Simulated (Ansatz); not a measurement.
## Frequency calculation of SiH₅O

System: SiH₅O, multiplicity 2.
Method: UHF/6-31G* (Ansatz 0.2.0).

It belongs to a series of runs on one base structure; here: vibrations at the highest image of the band.

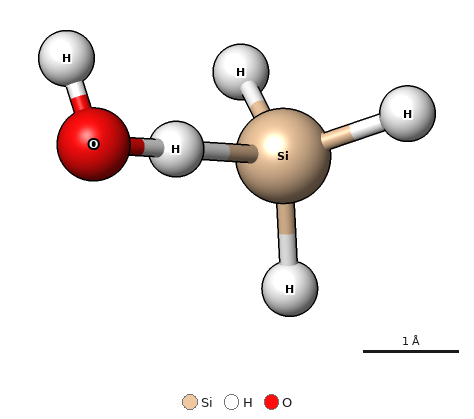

The input geometry (ball-and-stick view, seen at a tilt). Bond lengths as drawn: H–O 0.96 to 1.26 Å and H–Si 1.47 to 1.68 Å.

**The input**
```yaml
crystal:
  periodic: [false, false, false]
  atoms:
    - { symbol: Si, position_ang: [0.013305, -0.018668, 0.046533] }
    - { symbol: H, position_ang: [0.059385, -0.049055, 1.72511] }
    - { symbol: H, position_ang: [1.400499, 0.051714, -0.443811] }
    - { symbol: H, position_ang: [-0.755361, 1.160384, -0.392593] }
    - { symbol: H, position_ang: [-0.637001, -1.2541, -0.432198] }
    - { symbol: O, position_ang: [0.106384, -0.102692, 2.980736] }
    - { symbol: H, position_ang: [-0.700211, -0.588683, 3.144725] }
magnetization:
  spin_polarized: true
  initial_magnetization: 1
basis:
  gaussian: { orbitals: "6-31G*" }
hamiltonian:
  xc: hf
phonons: {}
```

Hardware: 1 thread of Arm Neoverse V2, 24 GiB of memory available, shared host.

Launch command:
```bash
ansatz run input.yaml --threads 1 --pin off --max-ram 2048MiB --backend cpu --events-out ev --progress --plain --runs-dir out
```

**Log**
```
Engine: ansatz 0.2.0, aarch64-unknown-linux-gnu
Functional definition: HF
  exchange = exact_x
  correlation = 0
472 factors; integrals over basis functions are off by at most 7.4e-4 eV
mean field evaluation 1: about -9971.9116 eV, gradient 2.3e1 eV
mean field evaluation 2: about -9971.9398 eV, gradient 2.3e1 eV
mean field evaluation 4: about -9974.6822 eV, gradient 2.8e0 eV
mean field evaluation 8: about -9974.8917 eV, gradient 3.2e-1 eV
mean field -9974.89581558 eV, -366.5706599953 hartree, gradient 3.2e-5 eV, S^2 0.793171; 0 other end points of the search recorded, 0 dependent functions left out
the calculation of the forces begins
reference -9974.89581558 eV, -366.5706599953 hartree; 14, 13 occupied and 30, 31 virtual orbitals, 472 factors
these checks for a lower state are left out or cut short: stability, starts, cluster_reference, orbital_swaps, neighbouring_geometries, increment
472 factors; integrals over basis functions are off by at most 7.4e-4 eV
mean field evaluation 16: about -9974.8957 eV, gradient 2.9e-5 eV
mean field -9974.89570096 eV, -366.5706557832 hartree, gradient 2.7e-6 eV, S^2 0.793169; 0 other end points of the search recorded, 0 dependent functions left out
[... from here on the field's lines of each further geometry are left out, up to the last ...]
the calculation of the forces begins
reference -9974.89579263 eV, -366.5706591521 hartree; 14, 13 occupied and 30, 31 virtual orbitals, 472 factors
these checks for a lower state are left out or cut short: stability, starts, cluster_reference, orbital_swaps, neighbouring_geometries, increment
472 factors; integrals over basis functions are off by at most 7.4e-4 eV
mean field -9974.89580396 eV, -366.5706595684 hartree, gradient 1.3e-6 eV, S^2 0.793179; 0 other end points of the search recorded, 0 dependent functions left out
the calculation of the forces begins
reference -9974.89580396 eV, -366.5706595684 hartree; 14, 13 occupied and 30, 31 virtual orbitals, 472 factors
WARN: phonons: modes at or below zero, which the zero-point energy, F, S and C_V leave out: 1, the lowest at -2619.47 cm⁻¹. A minimum has none, and a first-order saddle one
Total energy: -9974.89581558 eV, -366.5706599953 hartree
Atom 0 at     0.013305    -0.018668     0.046533 Å, force    -0.004300     0.001245    -0.003675 eV/Å
Atom 1 at     0.059385    -0.049055     1.725110 Å, force     0.000235    -0.000530     0.010158 eV/Å
Atom 2 at     1.400499     0.051714    -0.443811 Å, force     0.002749    -0.000348    -0.001330 eV/Å
Atom 3 at    -0.755361     1.160384    -0.392593 Å, force     0.000950    -0.001435     0.000692 eV/Å
Atom 4 at    -0.637001    -1.254100    -0.432198 Å, force     0.000502     0.000711     0.000936 eV/Å
Atom 5 at     0.106384    -0.102692     2.980736 Å, force    -0.004241    -0.001459    -0.004537 eV/Å
Atom 6 at    -0.700211    -0.588683     3.144725 Å, force     0.004105     0.001815    -0.002243 eV/Å
Dipole moment:    -0.299790    -0.163259    -0.209784 e Å
Vibrations: -2619.47 36.09 238.22 263.02 407.41 782.72 924.06 964.98 1021.22 1025.62 1408.98 2379.61 2390.66 2400.11 4020.65 cm⁻¹, zero-point energy 1.132184 eV
```

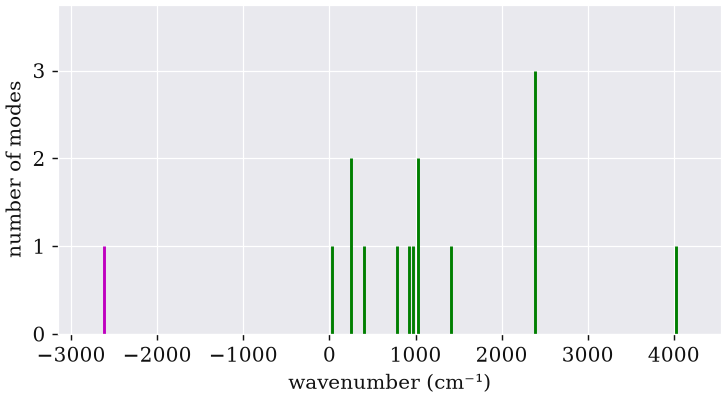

Harmonic vibrational wavenumbers from the force constants; neighbouring modes closer than 30 cm⁻¹ are counted in one stick, and imaginary ones are drawn at negative wavenumbers. 15 modes from 2619i to 4021 cm⁻¹, 1 imaginary beyond 8i (2619i cm⁻¹): a first-order saddle point, if the geometry is stationary.

**Results in brief**

- outcome: converged
- total energy: −9974.8958 eV
- mean-field energy: −9974.8958 eV
- ⟨S²⟩: 0.793
- largest force (length of the vector): 0.010 eV/Å
- wall time: 11 s
- peak memory: 0.082 GiB
